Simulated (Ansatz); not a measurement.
Si3Ge (space group P6/mmm, No. 191). Coordinates: the geometry relaxed with DFT PBE, scalar-relativistic, plane waves, PAW in Ansatz 0.2.0; the starting structure was generated, so it need not be a known form of this composition.

```
CELL_PARAMETERS angstrom
2.71500 0.00000 0.00000
-1.35750 2.35126 0.00000
0.00000 0.00000 10.11061
ATOMIC_POSITIONS crystal
Si 0.00000 0.00000 0.50000
Si 0.00000 0.00000 0.74356
Si 0.00000 0.00000 0.25644
Ge 0.00000 0.00000 0.00000
```

Describe the stacking along c, with columns A (0, 0), B (1/3, 2/3), C (2/3, 1/3) of the hexagonal mesh.

Ge(A) – Si(A) – Si(A) – Si(A) (four layers in 10.11 Å).

Ge and Si layers alone: AAAA, a sequence in which some neighbouring layers lie directly above each other.

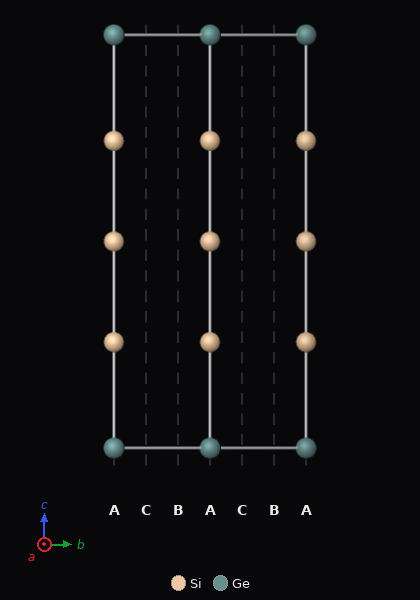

The picture looks along a close-packed row of the hexagonal mesh; c points upwards. The dashed lines mark the three columns A (0, 0), B (1/3, 2/3) and C (2/3, 1/3). The sequence starts with the first layer at or above the cell's origin.
